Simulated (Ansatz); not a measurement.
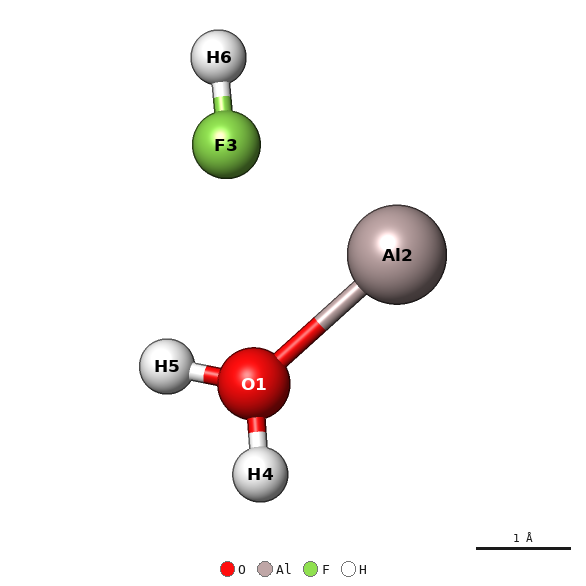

Numbered structure. The species has charge +1 and is a spin singlet. The computed structure is the end point of a PBE-D4/def2-SVP optimisation. No frequency run is at hand to confirm it as a minimum.

What is the geometry at O1?

O1 has 3 neighbours (Al2 at 2.06, H4 at 0.98, H5 at 0.98 Å); the arrangement is trigonal planar.
